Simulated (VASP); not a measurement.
Band structure of Ag2O (cuprite). Level of theory: modified Becke-Johnson potential (mBJ), VASP's PBE PAW potentials (set 64) (plane waves; VASP).

mBJ is a potential without an energy functional, so only the levels count.

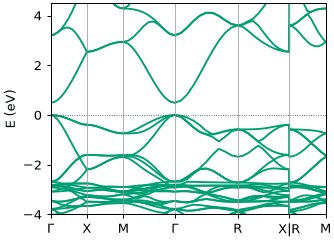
*Bands along high-symmetry lines, zero at the valence-band maximum or, without a gap, the Fermi level*

Read the plot: is there a gap, and where are the band edges?

The gap is direct, 0.49 eV, from the valence maximum at Γ to the conduction minimum at Γ.

The compound is Ag2O in the cuprite structure. It was relaxed first, which changed the volume by +5 %. The cell's shape comes from a PBE relaxation.
